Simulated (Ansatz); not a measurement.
```xyz
22

C    -1.2202    0.1854   -2.6001
C    -0.7679   -1.1254   -2.5352
C    -0.1171   -1.5648   -1.3971
C     0.0965   -0.7213   -0.3090
C    -0.3613    0.5962   -0.3729
C    -1.0145    1.0299   -1.5247
C    -0.1865    1.5462    0.7827
C     0.8649    1.0895    1.7798
C     0.6507   -0.3729    2.1312
C     0.8357   -1.2391    0.8968
H    -1.7301    0.5464   -3.4861
H    -0.9232   -1.8011   -3.3686
H     0.2372   -2.5900   -1.3420
H    -1.3657    2.0565   -1.5721
H    -1.1494    1.6461    1.3004
H     0.0517    2.5428    0.3993
H     1.8647    1.2134    1.3470
H     0.8281    1.7166    2.6747
H    -0.3636   -0.5035    2.5269
H     1.3400   -0.6916    2.9177
H     1.9052   -1.2904    0.6542
H     0.5249   -2.2688    1.0974
```

Geometry: PBE0-D4/def2-TZVP.

Computed with RKS PBE0-D4/def2-TZVPP (Ansatz).

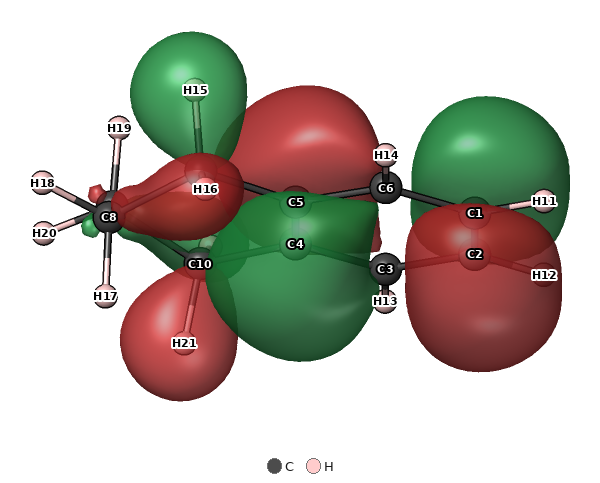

C10H12. The HOMO at ±0.06 Å⁻³ᐟ² (green and red are the two phases), seen at an oblique angle.

Question: What is the character of this orbital?

Answer: By Hirshfeld shares it lies mainly on C4 (about 20 %), C5 (about 20 %), C2 (about 15 %) and C1 (about 15 %). Its energy is −6.71 eV.
